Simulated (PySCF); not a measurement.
C3H10Si, SMILES [SiH2](C)CC at its GFN2-xTB optimised geometry (Å):

```
14

C      1.5612    -1.5920    -0.0058
C      0.9691    -0.1877     0.0000
Si    -0.9355    -0.1877     0.0000
C     -1.5649     1.6027     0.0000
H      1.2376    -2.1402    -0.8877
H      1.2383    -2.1473     0.8720
H      2.6499    -1.5590    -0.0061
H      1.3413     0.3483     0.8757
H      1.3414     0.3556    -0.8712
H     -1.4270    -0.8862    -1.1965
H     -1.4272    -0.8865     1.1963
H     -1.2206     2.1473    -0.8744
H     -2.6499     1.6301    -0.0038
H     -1.2268     2.1451     0.8782
```

Computed with B3LYP/def2-TZVP in PySCF. Cells within 0.4 Å of a nucleus heavier than hydrogen are left out (blank, or x).

Map of the HOMO−1 amplitude (bohr^(-3/2)), clipped to [-0.25, 0.25] on the plane z = 0.0 Å; orbital energy -8.68 eV, overall sign arbitrary:

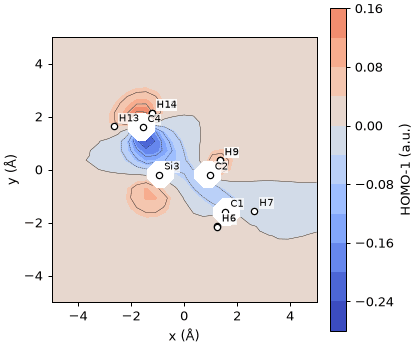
HOMO−1 amplitude (bohr^(-3/2)), clipped to [-0.25, 0.25] on the plane z = 0.0 Å.
